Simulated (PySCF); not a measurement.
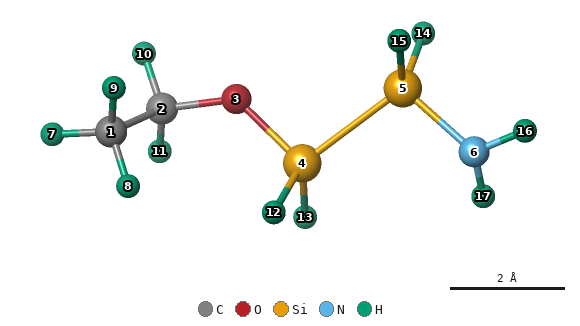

C2H11NOSi2, before the relaxation. A ball-and-stick model, seen face on.

The start comes from GFN2-xTB. Its atoms were then displaced at random by about 0.01 Å.

Computed with PBE0-D3(BJ)/def2-SVP geometry optimisation, gas phase in PySCF 2.14.0, density-fitted response routines.

```xyz
17

C    -2.8356   -0.6764    0.0788
C    -2.1218    0.6522   -0.1650
O    -0.7926    0.5743    0.1972
Si    0.4858   -0.1483   -0.5770
Si    2.1847    0.4001    0.7901
N     3.5568   -0.2962    0.0249
H    -3.9003   -0.5307   -0.1594
H    -2.4228   -1.4275   -0.5587
H    -2.7555   -0.9431    1.1343
H    -2.5652    1.4526    0.4510
H    -2.2000    0.9356   -1.2114
H     0.1907   -1.5878   -0.7636
H     0.4713    0.3608   -1.9749
H     2.3333    1.8583    1.0691
H     2.2030   -0.2275    2.1319
H     4.4502   -0.2437    0.5037
H     3.7017   -0.1411   -0.9607
```

**Predict the outcome.**

H17 moves most after the best rigid fit: 0.26 Å. By element the largest moves are H 0.26 Å, N 0.20 Å, Si 0.16 Å, O 0.16 Å, C 0.14 Å. Among the contacts that change: Si4–Si5 2.249 → 2.339 Å, C1–H8 1.068 → 1.101 Å, C2–O3 1.380 → 1.408 Å, Si5–N6 1.718 → 1.741 Å. Among the angles between lasting bonds that change: Si5–Si4–H13 119.7° → 111.3°, Si5–Si4–H12 117.7° → 111.0°, Si4–Si5–H14 115.3° → 108.8°. Over 9 geometry steps the energy falls by 7.22 kcal/mol. The run took 2.5 min on 1 thread of Arm Neoverse N1, on a shared host.

History of the run:

```json
{"step": "0", "E − E(0), kcal/mol": "0.00"}
{"step": "1", "E − E(0), kcal/mol": "-6.96"}
{"step": "2", "E − E(0), kcal/mol": "-7.09"}
{"step": "3", "E − E(0), kcal/mol": "-7.14"}
{"step": "4", "E − E(0), kcal/mol": "-7.17"}
{"step": "5", "E − E(0), kcal/mol": "-7.20"}
{"step": "6", "E − E(0), kcal/mol": "-7.21"}
{"step": "7", "E − E(0), kcal/mol": "-7.21"}
{"step": "8", "E − E(0), kcal/mol": "-7.22"}
{"step": "9", "E − E(0), kcal/mol": "-7.22"}
```

Final geometry:

```xyz
17

C    -2.9682   -0.6297    0.0459
C    -2.1738    0.6401   -0.1801
O    -0.8655    0.5525    0.3329
Si    0.4289   -0.1659   -0.4402
Si    2.3355    0.3637    0.8068
N     3.7027   -0.2341   -0.0891
H    -4.0029   -0.5088   -0.3105
H    -2.5229   -1.4822   -0.4905
H    -2.9971   -0.8785    1.1173
H    -2.6647    1.4868    0.3282
H    -2.1515    0.8878   -1.2601
H     0.2587   -1.6521   -0.5575
H     0.5312    0.3595   -1.8465
H     2.3246    1.8384    1.1064
H     2.3201   -0.3425    2.1249
H     4.6046   -0.2899    0.3726
H     3.8239    0.0668   -1.0503
```

The end point in the same view:

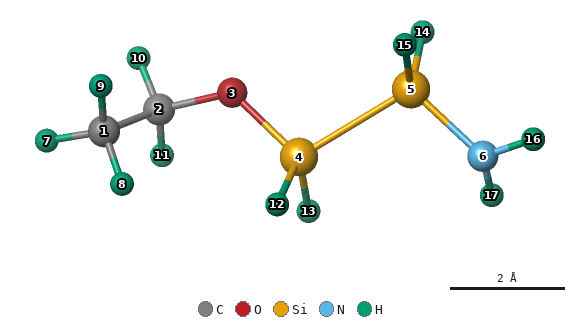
